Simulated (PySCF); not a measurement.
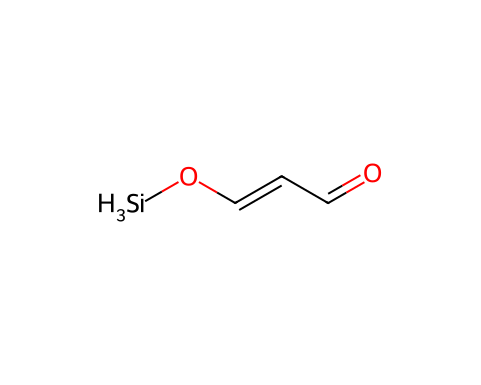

Simulated data, not a measurement (program: PySCF).

**Give its SMILES.**

O=C/C=C/O[SiH3]

**What is the molecular formula?**

C3H6O2Si.

**An optimisation with PBE0-D3(BJ)/def2-SVP gave a structure of which point group?**

C1. Other conformers may differ.
